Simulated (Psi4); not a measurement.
# BH3 (borane) at CCSD(T)/jun-cc-pVTZ (sweep point 8)

What is the vertical ionisation energy of BH3 (borane) at CCSD(T)/jun-cc-pVTZ (sweep point 8)? 

Program for the calculation: Psi4 1.11.

1 further run of the same task is left out (set aside as unsound or not needed).

## Step 1: The system as given

BH3 has 4 atoms, charge 0, and is taken as a singlet. SMILES: `B`. Geometry: relaxed at PBE0-D4/def2-TZVP.

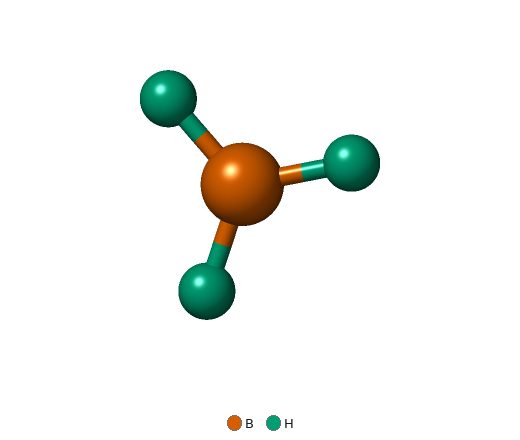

Viewed from a chosen angle; boron orange, hydrogen teal.

## Step 2: The energy at CCSD(T)/jun-cc-pVTZ (sweep point 8)

File job.in:

```
memory 1.6 GB

molecule m {
  0 1
  B      0.02626719    -0.02853486    -0.00963760
  H      1.85608900     0.72130846     1.07487622
  H     -0.52194236    -2.21438107     0.08125822
  H     -1.25553404     1.40765699    -1.18466931
  units au
  symmetry c1
}

set {
  basis jun-cc-pVTZ
  puream true
  scf_type pk
  num_frozen_docc 1
}

e, wfn = energy("ccsd(t)", return_wfn=True)
```

Launch:

```
psi4 -i job.in -o job.out -n 1
```

job.out, cut to the lines that bear on the results:

```text
[...]
  Running in c1 symmetry.
[...]
  Nuclear repulsion =    7.418838237178044
[...]
  Multiplicity = 1
[...]
  Nalpha       = 4
  Nbeta        = 4
[...]
    Number of basis functions: 81
[...]
   @RHF iter   1:   -26.39249756518925   -7.36278e-01   1.12084e-03 ADIIS/DIIS
[...]
   @RHF iter   7:   -26.40012535123008   -3.10578e-11   6.64414e-09 DIIS
[...]
    Orbital Energies [Eh]
    ---------------------
    Doubly Occupied:
       1A     -7.613081     2A     -0.703720     3A     -0.497810
       4A     -0.497799
[...]
  @RHF Final Energy:   -26.40012535123008
   => Energetics <=
    Nuclear Repulsion Energy =              7.4188382371780444
    One-Electron Energy =                 -49.0131068802614749
    Two-Electron Energy =                  15.1941432918533490
    Total Energy =                        -26.4001253512300806
[...]
 Multipole Moments:
 ------------------------------------------------------------------------------------
     Multipole            Electronic (a.u.)      Nuclear  (a.u.)        Total (a.u.)
 ------------------------------------------------------------------------------------
 L = 1.  Multiply by 2.5417464519 to convert [e a0] to [Debye]
 Dipole X            :          0.0001064           -0.0000804            0.0000260
 Dipole Y            :         -0.0000944            0.0000804           -0.0000140
 Dipole Z            :         -0.0002298            0.0001608           -0.0000690
 Magnitude           :                                                    0.0000751
[...]
      * MP2 total energy                      =  -26.513573755648498
[...]
      * CCSD total energy                     =  -26.535303116728869
[...]
      * CCSD(T) total energy                  =  -26.537845897949165
[...]
```

It took 9 s on 1 thread of Intel Xeon Platinum 8488C (Sapphire Rapids), shared host; peak memory 0.72 GiB.

## Step 3: The doublet cation, same level

File job.dat:

```
memory 1.6 GB

molecule geom {
  1 2
  B      0.02626719    -0.02853486    -0.00963760
  H      1.85608900     0.72130846     1.07487622
  H     -0.52194236    -2.21438107     0.08125822
  H     -1.25553404     1.40765699    -1.18466931
  units bohr
  symmetry c1
}

set {
  reference       uhf
  puream          true
  scf_type        pk
  num_frozen_docc 1
  maxiter         150
}

energy('ccsd(t)/jun-cc-pVTZ')
```

Launch:

```
psi4 -n 1 job.dat job.out
```

job.out, cut to the lines that bear on the results:

```text
[...]
  Running in c1 symmetry.
[...]
  Nuclear repulsion =    7.418838237178044
[...]
  Multiplicity = 2
[...]
  Nalpha       = 4
  Nbeta        = 3
[...]
    Number of basis functions: 81
[...]
   @UHF iter   1:   -25.89846453722865   -2.42245e-01   2.43963e-03 ADIIS/DIIS
[...]
   @UHF iter  20:   -25.94414614781038   -2.21689e-12   4.23466e-09 DIIS
[...]
   @S^2 Observed:                7.798719765E-01
[...]
    Orbital Energies [Eh]
    ---------------------
    Alpha Occupied:
       1A     -8.000150     2A     -1.110917     3A     -0.952616
       4A     -0.837205
    Alpha Virtual:
       5A     -0.232825     6A     -0.113563     7A     -0.088468
       8A     -0.082752     9A     -0.069239    10A     -0.047772
      11A     -0.045954    12A     -0.024622    13A     -0.013778
      14A     -0.003804    15A      0.072876    16A      0.074250
      17A      0.082134    18A      0.113114    19A      0.137150
      20A      0.149780    21A      0.204114    22A      0.323875
      23A      0.332709    24A      0.338122    25A      0.347870
[...]
  @UHF Final Energy:   -25.94414614781038
   => Energetics <=
    Nuclear Repulsion Energy =              7.4188382371780444
    One-Electron Energy =                 -46.0484206646844569
    Two-Electron Energy =                  12.6854362796960309
    Total Energy =                        -25.9441461478103825
  UHF NO Occupations:
  HONO-2 :    2  A 1.9996397
  HONO-1 :    3  A 1.9853173
[...]
 Multipole Moments:
 ------------------------------------------------------------------------------------
     Multipole            Electronic (a.u.)      Nuclear  (a.u.)        Total (a.u.)
 ------------------------------------------------------------------------------------
 L = 1.  Multiply by 2.5417464519 to convert [e a0] to [Debye]
 Dipole X            :          0.0964986           -0.0000804            0.0964182
 Dipole Y            :          0.3873844            0.0000804            0.3874648
 Dipole Z            :         -0.0167754            0.0001608           -0.0166146
 Magnitude           :                                                    0.3996266
[...]
      * MP2 total energy                      =  -26.026996868741531
[...]
      * CCSD total energy                     =  -26.048581735506716
[...]
      * CCSD(T) total energy                     =  -26.050537105149768
[...]
```

Run time: 22 s. Hardware: 1 thread of Intel Xeon Platinum 8488C (Sapphire Rapids), shared host; peak memory 0.76 GiB.

## Step 4: What came out

At CCSD(T)/jun-cc-pVTZ (sweep point 8), 1 core orbital frozen:

```
                                                                  quantity         value
                                                 singlet BH3: total energy  -26.53785 Eh
                          singlet BH3: HOMO energy (Hartree–Fock orbitals)     -13.55 eV
                          singlet BH3: LUMO energy (Hartree–Fock orbitals)       0.82 eV
                        singlet BH3: HOMO–LUMO gap (Hartree–Fock orbitals)      14.37 eV
                   singlet BH3: correlation energy (1 core orbital frozen)    -137.7 mEh
                                               singlet BH3: (T) correction     -2.54 mEh
                                                singlet BH3: T1 diagnostic         0.006
                                              doublet cation: total energy  -26.05054 Eh
doublet cation: HOMO energy (Hartree–Fock orbitals) (highest over α and β)     -21.89 eV
 doublet cation: LUMO energy (Hartree–Fock orbitals) (lowest over α and β)     -11.38 eV
                doublet cation: correlation energy (1 core orbital frozen)    -106.4 mEh
                                            doublet cation: (T) correction     -1.96 mEh
                         doublet cation: ⟨S²⟩ of the reference determinant         0.780
                                             doublet cation: T1 diagnostic         0.023
                        vertical ionisation energy (to the doublet cation)     13.260 eV
```

**Reading.** The vertical ionisation energy comes to 13.26 eV (306 kcal/mol). The triples (singlet BH3) make up 1.8 % of the correlation energy. The triples (doublet cation) make up 1.8 % of the correlation energy.
